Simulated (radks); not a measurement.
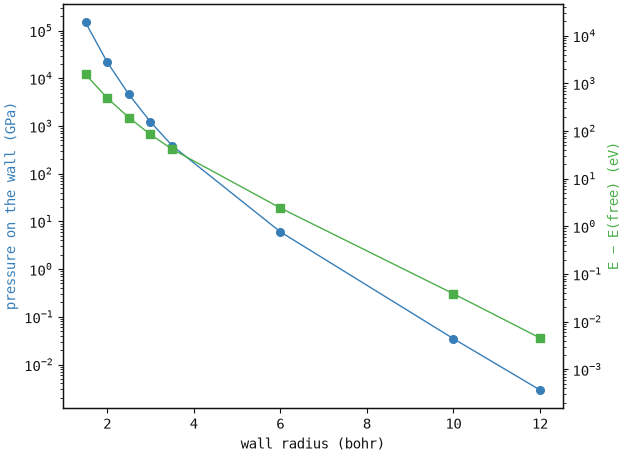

System: atomic zirconium (Zr), configuration [Kr] 4d2 5s2 (high spin). It is put inside a hard spherical wall of varying radius. Level of theory: scalar-relativistic Kohn-Sham, PBE, spin-polarised, spherical densities, finite nucleus. Computed with the in-house radial solver radks. The plot shows the pressure on the wall (left axis) and the energy above the free species (right axis).

How do pressure and energy grow as the wall closes in?

The pressure grows from 0.0029 GPa at 12 bohr through 390 GPa at 3.5 bohr to 150000 GPa at 1.5 bohr, and the energy above the free species from 0.00454 eV through 41.5 eV to 1540 eV. The pressure is −dE/dV with V = 4πR³/3.
